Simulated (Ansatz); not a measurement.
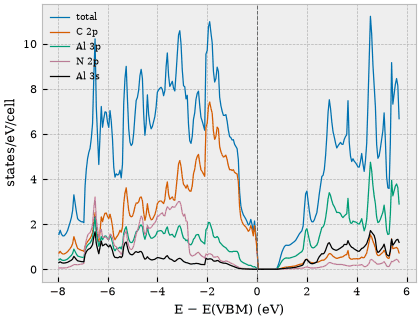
*Total and projected density of states of Al5C3N in space group P6_3mc (No. 186; Pearson symbol hP18), DFT-PBEsol in the program Ansatz with PAW potentials*

Which orbitals carry the states next to the gap?

Top 1 eV of the valence band: C 2p 82 %, Al 3p 12 %. Bottom 1 eV of the conduction band: Al 3p 46 %, C 2s 18 %, C 2p 11 %, Al 3s 6 %, outside the projected shells 15 %. Projections are on Löwdin-orthogonalised atomic valence shells; empty p or d shells of many metals are not among them.

Where is the tallest occupied peak in this window, and what makes it?

Near -1.9 eV, about 11 states/eV per cell; the largest projected share is C 2p.

The first step of the workflow began from a Materials Project structure, measured or hypothetical; the Crystallography Open Database files this formula in space group No. 186, but the cells were not matched. Its standing as an ambient phase is unchecked. Symmetry was held in the PBEsol relaxation; its stability against distortions is not shown here.

Potentials: the later of the program's two PAW sets.
